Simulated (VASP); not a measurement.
Band structure of BaCd2P2 (space group P-3m1). Calculation: LDA (Ceperley-Alder, Perdew-Zunger), VASP's LDA PAW potentials (set 64) (plane waves; VASP).

Unless said otherwise, spin-orbit coupling is left out, though it shifts the bands of the heavy elements here.

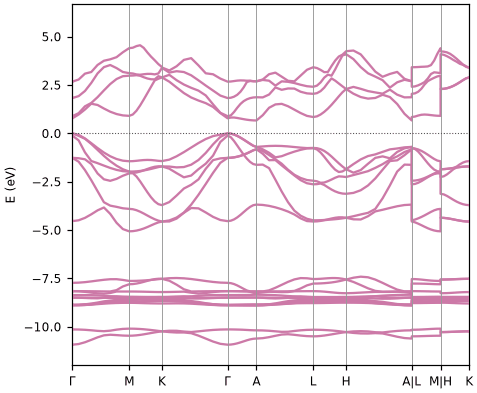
Figure: Bands along high-symmetry lines, zero at the valence-band maximum or, without a gap, the Fermi level

### Question
Read the plot: is there a gap, and where are the band edges?

### Answer
The gap is indirect, 0.67 eV, from the valence maximum at Γ to the conduction minimum at A. (Edges off the drawn lines would not show.)

The structure comes from a computed database's BaCd2P2 entry (P-3m1); how it stands against other phases isn't given here. It was relaxed first, which changed the volume by -7 %.
